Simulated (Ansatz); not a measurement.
The parent structure is BaTiO3 (space group P4mm, No. 99; a = 3.9851 Å, c = 4.2043 Å). Axes: x, y, z lie along a, b, c of the conventional cell.

The change: compressive biaxial strain of 0.81 % in the plane normal to [001], as in epitaxy on a mismatched substrate; the out-of-plane cell vector and the atoms relax.

Method: PBE/PAW in Ansatz (an electronic-structure program), no spin-orbit coupling, earlier PAW set.

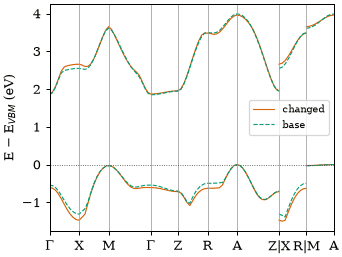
Figure. Highest valence and lowest conduction band along the path, each from its own valence-band maximum

**Question.** Read the changed gap and its character from the plot.

**Answer.** About 1.9 eV, indirect, A → Γ.

No phonon test of stability was made. All final runs are without spin polarisation.
